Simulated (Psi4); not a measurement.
# SiNH3 (SMILES [N][SiH3]): a chain of runs

Wanted: a structure relaxation (UBP86/6-311G**), then vibrational wavenumbers, then a single-point energy (UMP2/cc-pVTZ) of SiNH3. 

The results are computed with Psi4 1.11.

## (1) The structure to begin with

SiNH3: 5 atoms, total charge 0, spin state triplet. As SMILES, `[N][SiH3]`. The coordinates come from a GFN2-xTB relaxation. The run starts from this shape.

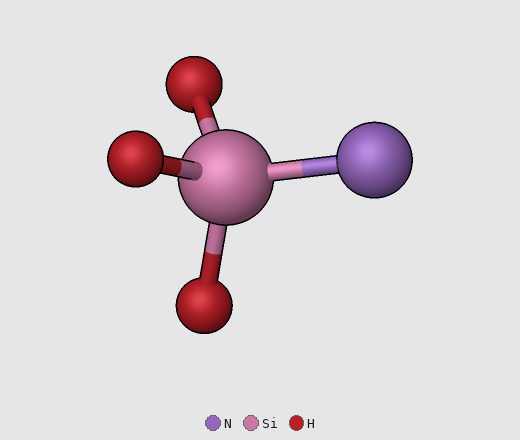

The structure, seen from a chosen angle (nitrogen purple, silicon pink, hydrogen red).

## (2) A structure relaxation at UBP86/6-311G(d,p) (density fitting) (run 1)

File h3nsi.inp:

```
memory 1600 MB

molecule molecule1 {
  0 3
  N     -1.536630     0.334330     0.479510
  Si     0.010240    -0.002340    -0.003820
  H      0.064950    -0.313200    -1.445390
  H      0.555100    -1.162980     0.727210
  H      0.906340     1.144190     0.242490
}

set {
  basis        6-311G**
  reference    uks
  geom_maxiter 60
}

E, wfn = optimize('bp86', return_wfn=True)
```

Started as:

```sh
$ psi4 -n 1 h3nsi.inp h3nsi.out
```

h3nsi.out:

```text
[...]
  Running in c1 symmetry.
[...]
  Nuclear repulsion =   51.355040844779239
[...]
  Multiplicity = 3
[...]
  Nalpha       = 13
  Nbeta        = 11
[...]
    Number of basis functions: 62
[...]
   @DF-UKS iter   1:  -345.82822538185388   -3.06093e-01   8.87737e-03 ADIIS/DIIS
[...]
   @DF-UKS iter   5:  -345.96916076631334   -7.95808e-13   7.49679e-09 DIIS
[...]
   @S^2 Observed:                2.004976072E+00
[...]
  @DF-UKS Final Energy:  -345.96916076631334
   => Energetics <=
    Nuclear Repulsion Energy =             48.3146644055782133
    One-Electron Energy =                -573.1083288825861928
    Two-Electron Energy =                 207.6977496591952672
    DFT Exchange-Correlation Energy =     -28.8732459485006601
    Empirical Dispersion Energy =           0.0000000000000000
    VV10 Nonlocal Energy =                  0.0000000000000000
    Total Energy =                       -345.9691607663133368
[...]
 Multipole Moments:
 ------------------------------------------------------------------------------------
     Multipole            Electronic (a.u.)      Nuclear  (a.u.)        Total (a.u.)
 ------------------------------------------------------------------------------------
 L = 1.  Multiply by 2.5417464519 to convert [e a0] to [Debye]
 Dipole X            :         -2.0682422            2.7158979            0.6476557
 Dipole Y            :          0.4499252           -0.5908133           -0.1408881
 Dipole Z            :          0.6440924           -0.8457638           -0.2016714
 Magnitude           :                                                    0.6928049
[...]
  -Total Gradient:
     Atom            X                  Y                   Z
    ------   -----------------  -----------------  -----------------
       1       -0.000013148346     0.000002303898     0.000003028416
       2        0.000006767173    -0.000002439619    -0.000001119310
       3        0.000008565854    -0.000004245474    -0.000001660085
       4        0.000009231208    -0.000003948491    -0.000003014721
       5        0.000007195160    -0.000000141201    -0.000001714416
[...]
    Final optimized geometry and variables:
    Molecular point group: c1
    Full point group: C1
    Geometry (in Angstrom), charge = 0, multiplicity = 3:
    N           -1.193156842943     0.259555535811     0.371553567884
    SI           0.493386266653    -0.107329461810    -0.153641475388
    H            0.503440097187    -0.417130633286    -1.621807248085
    H            1.008761142730    -1.290960226240     0.611207474645
    H            1.369680180368     1.081169630186     0.113146535876
    Psi4 run time: 0:00:38.32
[...]
```

The script printed:

```text
Optimizer: Optimization complete!
```

Wall time 40 s (1 thread of Intel Xeon Platinum 8259CL at 2.50GHz (Skylake/Cascade Lake), shared host); peak memory 0.41 GiB.

Steps, from the record of the run:

| step | energy from the first frame kept (eV) | largest force (eV/Å) |
| --- | --- | --- |
| 0 | 0.0000 | 3.7728 |
| 1 | -0.2334 | 1.3671 |
| 2 | -0.2635 | 0.5368 |
| 3 | -0.2682 | 0.2228 |
| 4 | -0.2693 | 0.0909 |
| 5 | -0.2697 | 0.0300 |
| 6 | -0.2697 | 0.0038 |
| 7 | -0.2697 | 0.0007 |

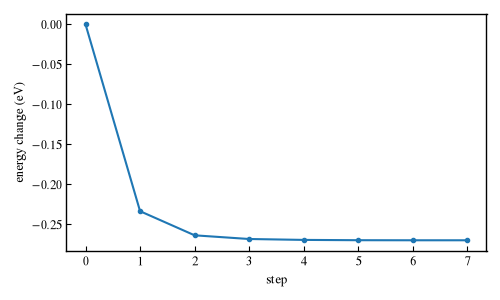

Energy along the run.

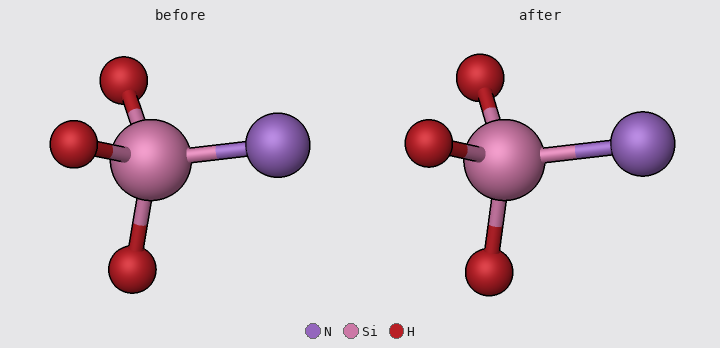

Before and after, at one scale.

After the run. Bond lengths: N1–Si2 1.804 Å, Si2–H3 1.501 Å, Si2–H4 1.501 Å, Si2–H5 1.501 Å. Angles: N1–Si2–H3 109.5°, N1–Si2–H4 109.5°, N1–Si2–H5 109.5°, H3–Si2–H4 109.5°, H3–Si2–H5 109.5°, H4–Si2–H5 109.5°.

## (3) The harmonic vibrations at UBP86/6-311G(d,p) (density fitting) (run 2)

File job.dat:

```
memory 1.6 GB

molecule mol {
  0 3
  N     -1.630739     0.354695     0.507728
  Si     0.055804    -0.012190    -0.017467
  H      0.065858    -0.321991    -1.485633
  H      0.571179    -1.195821     0.747382
  H      0.932098     1.176309     0.249321
  symmetry c1
}

set {
  basis                      6-311G**
  reference                  uks
  t                          400.0
  rotational_symmetry_number 3
}

frequency("bp86")
```

Started as:

```sh
$ psi4 -n 1 job.dat job.out
```

job.out:

```text
[...]
  Running in c1 symmetry.
[...]
  Nuclear repulsion =   48.314664695121969
[...]
  Multiplicity = 3
[...]
  Nalpha       = 13
  Nbeta        = 11
[...]
    Number of basis functions: 62
[...]
   @DF-UKS iter   1:  -345.88117088383541   -4.71150e-01   7.48303e-03 ADIIS/DIIS
[...]
   @DF-UKS iter  11:  -345.96916046372149   -3.69482e-12   5.91334e-09 DIIS
[...]
   @S^2 Observed:                2.004976817E+00
[...]
  @DF-UKS Final Energy:  -345.96916046372149
   => Energetics <=
    Nuclear Repulsion Energy =             48.3123502107812755
    One-Electron Energy =                -573.1035670468495482
    Two-Electron Energy =                 207.6951560413656352
    DFT Exchange-Correlation Energy =     -28.8730996690188064
    Empirical Dispersion Energy =           0.0000000000000000
    VV10 Nonlocal Energy =                  0.0000000000000000
    Total Energy =                       -345.9691604637214937
[...]
  -Total Gradient:
     Atom            X                  Y                   Z
    ------   -----------------  -----------------  -----------------
       1       -0.000018769043    -0.000008007097     0.000006388250
       2       -0.000024902406     0.000257361888    -0.000113777736
       3        0.000017608366     0.000064432720    -0.000016091515
       4        0.000090855862    -0.000236160894     0.000190813703
       5       -0.000046672338    -0.000079914760    -0.000069158172
[...]
  ==> Harmonic Vibrational Analysis <==
[...]
  Freq [cm^-1]                 512.0247            512.9326            693.3591
[...]
  IR activ [km/mol]            48.4098             48.3890              0.9663
[...]
  Freq [cm^-1]                 880.1278            884.9712            885.2501
[...]
  IR activ [km/mol]            115.3056            36.5297             36.5593
[...]
  Freq [cm^-1]                2140.8203           2150.7549           2150.9053
[...]
  IR activ [km/mol]            11.6965             81.8986             81.8862
[...]
  Total E_0, Enthalpy at 0 [K]                                                         -345.94453113 [Eh]
[...]
  Total H, Enthalpy at  400.00 [K]                                                     -345.93776344 [Eh]
[...]
  Total G, Gibbs energy at  400.00 [K]                                                 -345.97856395 [Eh]
[...]
```

On the terminal:

```text
Warning: used thermodynamics relations inappropriate for low-frequency modes: ['512.0247' '512.9326']
```

Run time: 2.4 min. Hardware: 1 thread of Intel Xeon Platinum 8259CL at 2.50GHz (Skylake/Cascade Lake), shared host; peak memory 0.4 GiB.

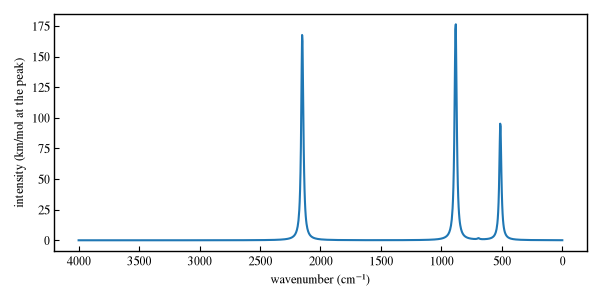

Harmonic infrared spectrum, unscaled, lines broadened by 10 cm⁻¹.

## (4) The energy at UMP2/cc-pVTZ (density fitting, density fitting for correlation) (run 3)

File input.inp:

```
memory 1.6 GB

molecule {
  0 3
  N
  Si 1 r2
  H 2 r3 1 a3
  H 2 r4 3 a4 1 d4
  H 2 r5 4 a5 3 d5

  r2 = 1.804124
  r3 = 1.50053
  a3 = 109.45575
  r4 = 1.500529
  a4 = 109.48537
  d4 = 119.98225
  r5 = 1.500532
  a5 = 109.48582
  d5 = -120.03567
  units angstrom
}

set basis cc-pVTZ
set reference uhf
set freeze_core true

E, wfn = energy("mp2", return_wfn=True)
print_variables()
```

Started as:

```sh
$ psi4 -n 1 input.inp input.out
```

input.out:

```text
[...]
  Running in c1 symmetry.
[...]
  Nuclear repulsion =   48.314656338738438
[...]
  Multiplicity = 3
[...]
  Nalpha       = 13
  Nbeta        = 11
[...]
    Number of basis functions: 106
[...]
   @DF-UHF iter   1:  -344.96274411353596   -9.94164e-01   2.95238e-03 DIIS/ADIIS
[...]
   @DF-UHF iter  13:  -345.09904983864874   -9.49285e-12   8.37977e-09 DIIS
[...]
   @S^2 Observed:                2.015583564E+00
[...]
    Orbital Energies [Eh]
    ---------------------
    Alpha Occupied:
       1A    -68.804673     2A    -15.623106     3A     -6.151342
       4A     -4.257616     5A     -4.257616     6A     -4.256859
       7A     -1.145919     8A     -0.712943     9A     -0.565563
      10A     -0.565562    11A     -0.503512    12A     -0.477857
      13A     -0.477856
    Alpha Virtual:
      14A      0.120938    15A      0.168377    16A      0.168379
      17A      0.178630    18A      0.294448    19A      0.294448
      20A      0.317775    21A      0.372586    22A      0.372588
      23A      0.401349    24A      0.421191    25A      0.421191
[...]
  @DF-UHF Final Energy:  -345.09904983864874
   => Energetics <=
    Nuclear Repulsion Energy =             48.3146563387384376
    One-Electron Energy =                -572.7102253904301961
    Two-Electron Energy =                 179.2965192130429557
    Total Energy =                       -345.0990498386487388
  UHF NO Occupations:
  HONO-2 :   11  A 1.9949339
  HONO-1 :   12  A 1.0000000
[...]
 Multipole Moments:
 ------------------------------------------------------------------------------------
     Multipole            Electronic (a.u.)      Nuclear  (a.u.)        Total (a.u.)
 ------------------------------------------------------------------------------------
 L = 1.  Multiply by 2.5417464519 to convert [e a0] to [Debye]
 Dipole X            :          0.0000003           -0.0000008           -0.0000005
 Dipole Y            :          0.0000403           -0.0000242            0.0000161
 Dipole Z            :         -2.2797425            2.9052508            0.6255083
 Magnitude           :                                                    0.6255083
[...]
```

Run time: 5.1 s. Hardware: 1 thread of Intel Xeon Platinum 8259CL at 2.50GHz (Skylake/Cascade Lake), shared host; peak memory 0.32 GiB.

## (5) Results

| quantity | value |
| --- | --- |
| run 1, UBP86/6-311G**: total energy at the end | -345.96916 Eh |
| run 1, UBP86/6-311G**: dipole moment | 1.76 D |
| run 1, UBP86/6-311G**: HOMO energy (highest over α and β) | -7.17 eV |
| run 1, UBP86/6-311G**: LUMO energy (lowest over α and β) | -4.54 eV |
| run 1, UBP86/6-311G**: ⟨S²⟩ | 2.005 |
| run 2, UBP86/6-311G**: lowest harmonic wavenumber | 512 cm⁻¹ |
| run 2, UBP86/6-311G**: highest harmonic wavenumber | 2151 cm⁻¹ |
| run 2, UBP86/6-311G**: zero-point energy | 64.7 kJ/mol |
| run 2, UBP86/6-311G**: ideal-gas entropy at 400 K (symmetry number 3 as used) | 64.0 cal/(mol K) |
| run 3, UMP2/cc-pVTZ: total energy | -345.35275 Eh |
| run 3, UMP2/cc-pVTZ: HOMO energy (Hartree–Fock orbitals) (highest over α and β) | -11.95 eV |
| run 3, UMP2/cc-pVTZ: LUMO energy (Hartree–Fock orbitals) (lowest over α and β) | 2.17 eV |
| run 3, UMP2/cc-pVTZ: correlation energy (6 core orbitals frozen) | -253.7 mEh |
| run 3, UMP2/cc-pVTZ: ⟨S²⟩ of the reference determinant | 2.016 |

The optimisation (run 1, UBP86/6-311G**) took 8 steps and changed the energy by -0.270 eV. All 9 modes (run 2, UBP86/6-311G**) are real, so the shape is a minimum at this level.
